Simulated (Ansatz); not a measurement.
**SiH3Cl (singlet): one geometry, many settings at distance Cl1–H2 along a hydrogen transfer = 1.450 Å**

What do other methods and options give for SiH3Cl (singlet) at this geometry, and how long do they take?

Computed with Ansatz 0.2.0, Gaussian basis. Level: the settings change from run to run.

7 further runs of the same task are left out: 2 for a mislabelled method, 5 that didn't finish.

**1. The geometry**

The geometry derives from fragments relaxed apart (PBE0/def2-TZVP) and kept rigid, so it is no stationary point. A hydrogen atom is moved between rigid fragments.

5 atoms, charge 0, spin multiplicity 1.

Atoms are counted from 1 here; the program's logs count them from 0.

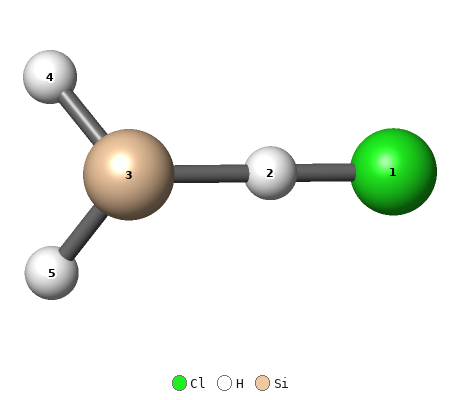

The geometry (chlorine green, hydrogen white, silicon light orange); atoms are numbered from 1 in the order of the file.

**2. CCSD/def2-mTZVP**

Input file in.yaml:

```yaml
crystal:
  periodic: [false, false, false]
  atoms:
    - {symbol: Cl, position_ang: [-1.450998, 0.026478, 0.000000]}
    - {symbol: H, position_ang: [-0.000998, 0.026478, 0.000000]}
    - {symbol: Si, position_ang: [1.668002, 0.026478, 0.000000]}
    - {symbol: H, position_ang: [2.280182, -0.847806, 1.090012]}
    - {symbol: H, position_ang: [2.280182, -0.847806, -1.090012]}
basis:
  gaussian: {orbitals: def2-mTZVP}
magnetization: {spin_polarized: false}
hamiltonian: {xc: {name: r2SCAN}}
correlation: {method: ccsd, electrons: outside_noble_gas}
```

Started as:

```bash
$ ansatz run in.yaml --threads 1 --pin off --events-out ev --progress --plain --max-ram 2393MiB
```

The program printed, cut to the lines that bear on the results:

```text
Functional definition: r2SCAN
  name "r2SCAN"
  cite "Furness, Kaplan, Ning, Perdew & Sun, J. Phys. Chem. Lett. 11, 8208 (2020) doi:10.1021/acs.jpclett.0c02405"
  cite "Furness, Kaplan, Ning, Perdew & Sun, J. Phys. Chem. Lett. 11, 9248 (2020) doi:10.1021/acs.jpclett.0c03077"
  parent r2scan
[...]
477 factors; integrals over basis functions are off by at most 8.4e-4 eV
[...]
mean field -20444.95939278 eV, -751.3383995934 hartree, gradient 4.2e-6 eV, S^2 0.000000; 2 other end points of the search recorded, 0 dependent functions left out; unrestricted orbitals would lower it
10 core orbitals not correlated: weight in the atoms' cores, before any rotation towards them, 1.000 or more for the frozen orbitals, at most 0.000 for the correlated occupied ones
reference -20409.82920679 eV, -750.0473890704 hartree; 7, 7 occupied and 36, 36 virtual orbitals, 477 factors
second order -6.57589026 eV of doubles, -0.22881852 eV of singles
cycle   1  -7.24569955 eV  change   -4.5e-1 eV  update   7.5e-2
[...]
cycle  12  -7.55756960 eV  change   -1.2e-6 eV  update   9.0e-6
Total energy: -20417.38677639 eV, -750.3251246306 hartree
```

Wall time 4.1 s (1 thread of Arm Neoverse V2, shared host).

From the report: correlation -7.5576 eV; T1 0.014; largest double amplitude 0.14. The orbitals are Kohn-Sham ones, so correlation energy and T1 don't compare with those on Hartree-Fock orbitals.

**3. CCSD(T)/6-31G***

in.yaml: that of step 2 with these lines changed.

```diff
@@ -9,5 +9,6 @@
 basis:
-  gaussian: {orbitals: def2-mTZVP}
-magnetization: {spin_polarized: false}
-hamiltonian: {xc: {name: r2SCAN}}
-correlation: {method: ccsd, electrons: outside_noble_gas}
+  gaussian: {orbitals: "6-31G*"}
+magnetization: {spin_polarized: true, initial_magnetization: 0}
+hamiltonian: {xc: {name: PBE}}
+correlation: {method: ccsd_t, electrons: outside_noble_gas, diis_vectors: 1}
+output: {forces: true}
```

Same command.

The program printed, cut to the lines that bear on the results:

```text
Functional definition: PBE
  name "PBE"
  cite "Perdew, Burke & Ernzerhof, Phys. Rev. Lett. 77, 3865 (1996) doi:10.1103/PhysRevLett.77.3865"
  parent pbe
[...]
425 factors; integrals over basis functions are off by at most 9.4e-4 eV
[...]
mean field -20436.09954978 eV, -751.0128063687 hartree, gradient 2.7e-6 eV, S^2 0.000000; 3 other end points of the search recorded, 0 dependent functions left out
10 core orbitals not correlated: weight in the atoms' cores, before any rotation towards them, 1.000 or more for the frozen orbitals, at most 0.000 for the correlated occupied ones
reference -20408.46037818 eV, -749.9970855469 hartree; 7, 7 occupied and 27, 27 virtual orbitals, 425 factors
second order -6.24459997 eV of doubles, -0.29613179 eV of singles
cycle   1  -7.01026830 eV  change   -4.8e-1 eV  update   7.7e-2
[...]
cycle  38  -7.32898621 eV  change   -1.3e-7 eV  update   1.0e-7
perturbative correction -0.22200869 eV, -0.0081586688 hartree
[...]
Total energy: -20416.01137308 eV, -750.2745794911 hartree
Atom 0 at    -1.450998     0.026478     0.000000 Å, force     0.006741    -0.352851    -0.000000 eV/Å
Atom 1 at    -0.000998     0.026478     0.000000 Å, force    -1.594520     0.710541     0.000000 eV/Å
Atom 2 at     1.668002     0.026478     0.000000 Å, force     1.842109    -0.860330     0.000000 eV/Å
Atom 3 at     2.280182    -0.847806     1.090012 Å, force    -0.127165     0.251320     0.121225 eV/Å
Atom 4 at     2.280182    -0.847806    -1.090012 Å, force    -0.127165     0.251320    -0.121225 eV/Å
Dipole moment:     0.614741     0.032599     0.000000 e Å
```

It took 7.5 s on 1 thread of Arm Neoverse V2, shared host.

From the report: ⟨S²⟩ of the determinant 0.000 (pure singlet: 0.00); correlation -7.5510 eV; T1 0.018; largest double amplitude 0.15. The orbitals are Kohn-Sham ones, so correlation energy and T1 don't compare with those on Hartree-Fock orbitals.

**4. MP2 on RHF/def2-mTZVP**

in.yaml: that of step 3 with these lines changed.

```diff
@@ -9,6 +9,5 @@
 basis:
-  gaussian: {orbitals: "6-31G*"}
-magnetization: {spin_polarized: true, initial_magnetization: 0}
-hamiltonian: {xc: {name: PBE}}
-correlation: {method: ccsd_t, electrons: outside_noble_gas, diis_vectors: 1}
-output: {forces: true}
+  gaussian: {orbitals: def2-mTZVP}
+magnetization: {spin_polarized: false}
+correlation: {method: mp2, electrons: valence}
+accuracy: high
```

The command is unchanged.

The program printed:

```text
Functional definition: HF
  name "HF"
  cite "Fock, Z. Phys. 61, 126 (1930) doi:10.1007/BF01340294"
  parent pbe
  exchange = exact_x
  correlation = 0
914 factors; integrals over basis functions are off by at most 3.8e-9 eV
mean field evaluation 1: about -20408.7622 eV, gradient 1.5e1 eV
mean field evaluation 2: about -20409.0496 eV, gradient 1.6e1 eV
mean field evaluation 4: about -20410.2030 eV, gradient 1.7e0 eV
mean field evaluation 8: about -20410.2459 eV, gradient 3.4e-1 eV
mean field evaluation 16: about -20410.2494 eV, gradient 3.3e-6 eV
mean field -20410.24940543 eV, -750.0628310856 hartree, gradient 9.8e-8 eV, S^2 0.000000; 0 other end points of the search recorded, 0 dependent functions left out; unrestricted orbitals would lower it
10 core orbitals not correlated: weight in the atoms' cores, before any rotation towards them, 1.000 or more for the frozen orbitals, at most 0.000 for the correlated occupied ones
reference -20410.24940543 eV, -750.0628310856 hartree; 7, 7 occupied and 36, 36 virtual orbitals, 914 factors
second order -6.27843278 eV of doubles, -0.00000000 eV of singles
Total energy: -20416.52783821 eV, -750.2935592346 hartree
```

Run time: 0.6 s. Hardware: 1 thread of Arm Neoverse V2, shared host.

**5. CCSD(T) on UHF/cc-pVDZ**

in.yaml: that of step 4 with these lines changed.

```diff
@@ -9,5 +9,5 @@
 basis:
-  gaussian: {orbitals: def2-mTZVP}
-magnetization: {spin_polarized: false}
-correlation: {method: mp2, electrons: valence}
+  gaussian: {orbitals: cc-pVDZ}
+magnetization: {spin_polarized: true, initial_magnetization: 0}
+correlation: {method: ccsd_t, electrons: outside_noble_gas}
 accuracy: high
```

Launched as before.

The program printed, cut to the lines that bear on the results:

```text
Functional definition: HF
  name "HF"
  cite "Fock, Z. Phys. 61, 126 (1930) doi:10.1007/BF01340294"
  parent pbe
[...]
1083 factors; integrals over basis functions are off by at most 3.8e-9 eV
[...]
mean field -20410.65944751 eV, -750.0778998540 hartree, gradient 4.6e-8 eV, S^2 0.634588; 4 other end points of the search recorded, 0 dependent functions left out
determinant -20410.65944751 eV, -750.0778998540 hartree, with singles and doubles -20418.23268881 eV, -750.3562113385 hartree
determinant -20407.77930195 eV, -749.9720564570 hartree, with singles and doubles -20415.05865315 eV, -750.2395676796 hartree
determinant -20407.74286375 eV, -749.9707173778 hartree, with singles and doubles -20414.97765282 eV, -750.2365909721 hartree
determinant -20410.34858375 eV, -750.0664758216 hartree, with singles and doubles -20418.33319663 eV, -750.3599049329 hartree
10 core orbitals not correlated: weight in the atoms' cores, before any rotation towards them, 1.000 or more for the frozen orbitals, at most 0.000 for the correlated occupied ones
reference -20410.65944751 eV, -750.0778998540 hartree; 7, 7 occupied and 34, 34 virtual orbitals, 1083 factors
second order -6.36300509 eV of doubles, -0.00000000 eV of singles
cycle   1  -7.57716653 eV  change   -3.9e-3 eV  update   9.3e-3
[...]
cycle  29  -7.62263523 eV  change  -1.2e-10 eV  update   1.6e-9
perturbative correction -0.21847770 eV, -0.0080289073 hartree
Total energy: -20418.50056044 eV, -750.3660554394 hartree
```

Run time: 8.5 s. Hardware: 1 thread of Arm Neoverse V2, shared host.

From the report: ⟨S²⟩ of the determinant 0.635 (pure singlet: 0.00); correlation -7.8411 eV; T1 0.065; largest double amplitude 0.13. The determinant is far from a pure spin state, so its energy mixes those of several spin states (harmless only where they are near-degenerate, as at dissociation).

**6. MRCISD+Q(4,3)/STO-3G**

in.yaml: that of step 5 with these lines changed.

```diff
@@ -9,5 +9,4 @@
 basis:
-  gaussian: {orbitals: cc-pVDZ}
-magnetization: {spin_polarized: true, initial_magnetization: 0}
-correlation: {method: ccsd_t, electrons: outside_noble_gas}
+  gaussian: {orbitals: STO-3G}
+correlation: {method: fic_mrcisd_q, electrons: all, active_space: {window: {electrons: 4, orbitals: 3}}}
 accuracy: high
```

Launched as before.

The program printed, cut to the lines that bear on the results:

```text
Functional definition: HF
  name "HF"
  cite "Fock, Z. Phys. 61, 126 (1930) doi:10.1007/BF01340294"
  parent pbe
[...]
343 factors; integrals over basis functions are off by at most 2.3e-8 eV
[...]
mean field -20185.07654217 eV, -741.7878809885 hartree, gradient 1.8e-8 eV, S^2 0.000000; 0 other end points of the search recorded, 0 dependent functions left out; unrestricted orbitals would lower it
reference -20185.07654217 eV, -741.7878809885 hartree; 17, 17 occupied and 4, 4 virtual orbitals, 343 factors
state -20185.69122935 eV, -741.8104703257 hartree
contracted CI cycle   1: correlation 0.00000000 eV, 0.0000000000 hartree, residual 8.78e0 eV
contracted CI cycle   2: correlation -1.57497680 eV, -0.0578793297 hartree, residual 2.48e0 eV
contracted CI cycle   3: correlation -1.66381749 eV, -0.0611441649 hartree, residual 5.38e-1 eV
contracted CI cycle   4: correlation -1.66931775 eV, -0.0613462960 hartree, residual 1.62e-1 eV
contracted CI cycle   5: correlation -1.66998246 eV, -0.0613707235 hartree, residual 6.30e-2 eV
contracted CI cycle   6: correlation -1.67005589 eV, -0.0613734219 hartree, residual 1.79e-2 eV
contracted CI cycle   7: correlation -1.67006178 eV, -0.0613736385 hartree, residual 5.30e-3 eV
contracted CI cycle   8: correlation -1.67006244 eV, -0.0613736627 hartree, residual 2.11e-3 eV
contracted CI cycle   9: correlation -1.67006254 eV, -0.0613736664 hartree, residual 7.85e-4 eV
contracted CI cycle  10: correlation -1.67006255 eV, -0.0613736669 hartree, residual 2.95e-4 eV
contracted CI cycle  11: correlation -1.67006256 eV, -0.0613736669 hartree, residual 1.17e-4 eV
contracted CI cycle  12: correlation -1.67006256 eV, -0.0613736669 hartree, residual 4.72e-5 eV
contracted CI cycle  13: correlation -1.67006256 eV, -0.0613736669 hartree, residual 1.82e-5 eV
state -20185.69122935 eV, -741.8104703257 hartree; corrected -20187.44138309 eV, -741.8747872892 hartree
Total energy: -20187.44138309 eV, -741.8747872892 hartree
```

It took 0.54 s on 1 thread of Arm Neoverse V2, shared host.

From the report: 9 determinants; active occupations 1.99, 1.92, 0.09.

**7. MP2 on UHF/cc-pVDZ**

in.yaml: that of step 6 with these lines changed.

```diff
@@ -9,4 +9,5 @@
 basis:
-  gaussian: {orbitals: STO-3G}
-correlation: {method: fic_mrcisd_q, electrons: all, active_space: {window: {electrons: 4, orbitals: 3}}}
-accuracy: high
+  gaussian: {orbitals: cc-pVDZ}
+magnetization: {spin_polarized: true, initial_magnetization: 0}
+correlation: {method: mp2, electrons: outside_noble_gas}
+output: {forces: true}
```

Launched as before.

The program printed, cut to the lines that bear on the results:

```text
Functional definition: HF
  name "HF"
  cite "Fock, Z. Phys. 61, 126 (1930) doi:10.1007/BF01340294"
  parent pbe
[...]
508 factors; integrals over basis functions are off by at most 1.2e-3 eV
[...]
mean field -20410.65940078 eV, -750.0778981368 hartree, gradient 2.1e-6 eV, S^2 0.634583; 1 other end points of the search recorded, 0 dependent functions left out
10 core orbitals not correlated: weight in the atoms' cores, before any rotation towards them, 1.000 or more for the frozen orbitals, at most 0.000 for the correlated occupied ones
reference -20410.65940078 eV, -750.0778981368 hartree; 7, 7 occupied and 34, 34 virtual orbitals, 508 factors
second order -6.36295604 eV of doubles, -0.00000000 eV of singles
[...]
Total energy: -20417.02235682 eV, -750.3117324584 hartree
Atom 0 at    -1.450998     0.026478     0.000000 Å, force     0.639572    -0.332750     0.000000 eV/Å
Atom 1 at    -0.000998     0.026478     0.000000 Å, force    -2.272493     0.720338    -0.000000 eV/Å
Atom 2 at     1.668002     0.026478     0.000000 Å, force     2.040566    -1.238305    -0.000000 eV/Å
Atom 3 at     2.280182    -0.847806     1.090012 Å, force    -0.203822     0.425358     0.117500 eV/Å
Atom 4 at     2.280182    -0.847806    -1.090012 Å, force    -0.203822     0.425358    -0.117500 eV/Å
Dipole moment:     0.595986     0.066490    -0.000000 e Å
```

Run time: 1.1 s. Hardware: 1 thread of Arm Neoverse V2, shared host.

From the report: ⟨S²⟩ of the determinant 0.635 (pure singlet: 0.00). The determinant is far from a pure spin state, so its energy mixes those of several spin states (harmless only where they are near-degenerate, as at dissociation).

**8. CCSDT(Q) on RHF/6-31G***

in.yaml: that of step 7 with these lines changed.

```diff
@@ -9,5 +9,5 @@
 basis:
-  gaussian: {orbitals: cc-pVDZ}
-magnetization: {spin_polarized: true, initial_magnetization: 0}
-correlation: {method: mp2, electrons: outside_noble_gas}
-output: {forces: true}
+  gaussian: {orbitals: "6-31G*"}
+magnetization: {spin_polarized: false}
+correlation: {method: ccsdt_q, electrons: outside_noble_gas}
+scf: {lower_state_search: off}
```

Launched as before.

The program printed, cut to the lines that bear on the results:

```text
Functional definition: HF
  name "HF"
  cite "Fock, Z. Phys. 61, 126 (1930) doi:10.1007/BF01340294"
  parent pbe
[...]
748 factors; integrals over basis functions are off by at most 2.2e-7 eV
[...]
mean field -20409.03545427 eV, -750.0182192034 hartree, gradient 2.3e-6 eV, S^2 0.000000; 0 other end points of the search recorded, 0 dependent functions left out
10 core orbitals not correlated: weight in the atoms' cores, before any rotation towards them, 1.000 or more for the frozen orbitals, at most 0.000 for the correlated occupied ones
reference -20409.03545427 eV, -750.0182192034 hartree; 7, 7 occupied and 27, 27 virtual orbitals, 748 factors
second order -5.90843379 eV of doubles, -0.00000000 eV of singles
cycle   1  -6.60778101 eV  change   -7.0e-1 eV  update   8.5e-2
[...]
cycle  19  -7.18273768 eV  change   -7.3e-7 eV  update   5.7e-7
perturbative correction -0.01326364 eV, -0.0004874298 hartree
Total energy: -20416.23145559 eV, -750.2826673743 hartree
Checks for a lower state left out: stability, starts, cluster_reference, orbital_swaps, neighbouring_geometries, increment
```

Wall time 5.5 s (1 thread of Arm Neoverse V2, shared host).

From the report: correlation -7.1960 eV; T1 0.016; largest double amplitude 0.19.

**9. The runs in one table**

Where basis and cores are those of an earlier RCCSDT(Q)/cc-pVDZ run (-20418.6089 eV), and the state is the same kind, the miss against it is given.

| level | correlated | functions | energy (eV) | from RCCSDT(Q) (meV) | time |
| --- | --- | --- | --- | --- | --- |
| CCSD/def2-mTZVP (on r2SCAN orbitals) | outside noble gas | 53 | -20417.3868 |  | 4.1 s |
| CCSD(T)/6-31G* (on PBE orbitals) | outside noble gas | 44 | -20416.0114 |  | 7.5 s |
| MP2 on RHF/def2-mTZVP | valence | 53 | -20416.5278 |  | 0.6 s |
| CCSD(T) on UHF/cc-pVDZ | outside noble gas | 51 | -20418.5006 | 108.3 | 8.5 s |
| MRCISD+Q(4,3)/STO-3G | all | 21 | -20187.4414 |  | 0.54 s |
| MP2 on UHF/cc-pVDZ | outside noble gas | 51 | -20417.0224 | 1586.5 | 1.1 s |
| CCSDT(Q) on RHF/6-31G* | outside noble gas | 44 | -20416.2315 |  | 5.5 s |

**10. Results**

| quantity | value |
| --- | --- |
| runs | 7 |
| quickest | MRCISD+Q(4,3)/STO-3G, 0.54 s |
| slowest | CCSD(T) on UHF/cc-pVDZ, 8.5 s |

In words: Total energies in different bases, with other cores or another treatment of relativity can't be set against each other. CCSD(T) on UHF/cc-pVDZ took 16 times as long as MRCISD+Q(4,3)/STO-3G; the jobs differ in more than the method. Among the correlated runs with a miss given, it spans +108 to +1587 meV.
